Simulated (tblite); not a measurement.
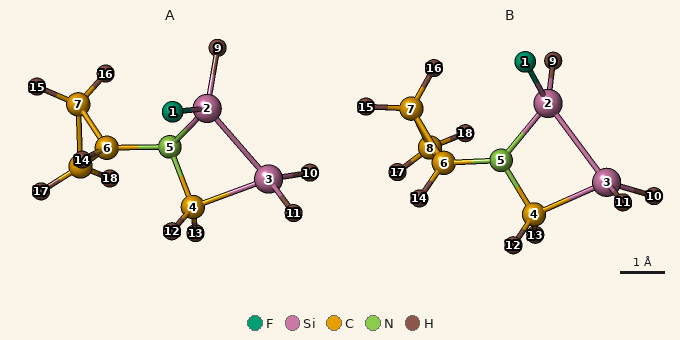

Two geometries of C$_{4}$H$_{10}$FNSi$_{2}$, drawn at one scale. One is the start of a relaxation, the other its converged end. Style: ball-and-stick. Shown at a tilt.

Theory: GFN2-xTB geometry optimisation, gas phase (tblite). 

> Which of the two is the end point?

Structure B is the relaxed one. The energy falls by 0.733 eV in 147 geometry steps. The largest move after the best rigid fit is that of F1, 1.43 Å. Largest moves by element: F 1.43 Å, H 1.29 Å, Si 0.63 Å, C 0.62 Å, N 0.49 Å. Near-neighbour distances that change, for instance: Si2–Si3 2.202 → 2.306 Å, N5–C6 1.466 → 1.416 Å, C4–N5 1.508 → 1.465 Å, Si3–H11 1.505 → 1.466 Å. Among the angles between lasting bonds that change: F1–Si2–H9 113.4° → 99.6°, Si2–N5–C4 101.0° → 108.8°, N5–Si2–H9 110.5° → 117.9°. Groups turn about Si3–C4 by about 30°, Si2–Si3 by about 25°. Cost: 2.1 s on 1 thread of Arm Neoverse N1, with other jobs on the host.
